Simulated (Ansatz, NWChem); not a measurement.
# Predicting a hybrid from its neighbours: N2 (nitrogen)

N2: 2 atoms, total charge 0, spin state singlet. SMILES: `N#N`. The coordinates come from a PBE0-D4/def2-TZVP relaxation.

The vertical ionisation energy (to the doublet cation) y, in eV, basis def2-TZVPPD; a is the functional's share of exact exchange. Programs: Ansatz 0.2.0, NWChem 7.3.0.

| functional | program | a | y (eV) |
| --- | --- | --- | --- |
| TPSS | NWChem | 0 | 15.41 |
| PBE | Ansatz | 0 | 15.40 |
| B3LYP | Ansatz | 0.2 | 15.84 |
| r2SCAN0 | Ansatz | 0.25 | ? |
| PBE0 | Ansatz | 0.25 | 15.75 |
| BHLYP | Ansatz | 0.5 | 16.08 |

**Question.** Fit y = c + s·a to the known rows and predict r2SCAN0.

**Answer.** 
1. Means of the 5 rows: a = 0.1900, y = 15.696.
2. Σ(Δa)² = 0.172, Σ(Δa·Δy) = 0.2343, so the slope is 0.2343/0.172 = 1.3622.
3. Intercept: 15.696 − (1.3622) × 0.1900 = 15.437. The largest residual of the fit is 0.13.
4. r2SCAN0: 15.437 + (1.3622) × 0.25 = 15.78 eV.

The run gave 15.86 eV, so the prediction is off by -0.08 eV, within the scatter of the fit. The measured value is 15.58 eV (NIST CCCBDB); in this basis the line meets it at a = 0.10.

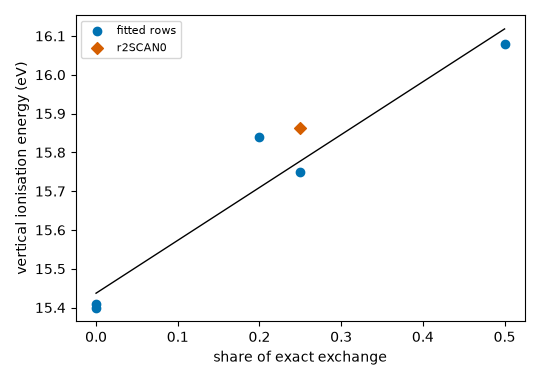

The fitted line, with the withheld row.
